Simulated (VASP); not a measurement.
Band structure of HfPbO3 (space group Pm-3m). These are LDA (Ceperley-Alder, Perdew-Zunger) with spin-orbit coupling, VASP's LDA PAW potentials (set 64) (plane waves; VASP 6.6.1) values and carry that method's errors.

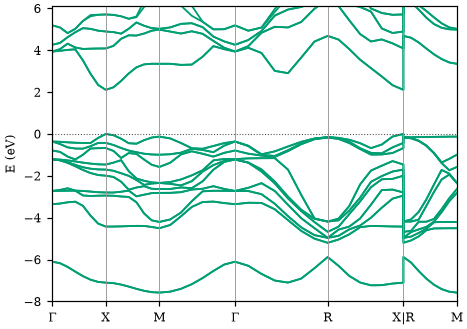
*Bands along high-symmetry lines, zero at the valence-band maximum or, without a gap, the Fermi level*

Question: Read the plot: is there a gap, and where are the band edges?

Answer: The gap is direct, 2.11 eV, from the valence maximum at X to the conduction minimum at X.

The structure comes from a computed database's HfPbO3 entry (Pm-3m); how it stands against other phases isn't given here. It was relaxed first, which changed the volume by -6 %.
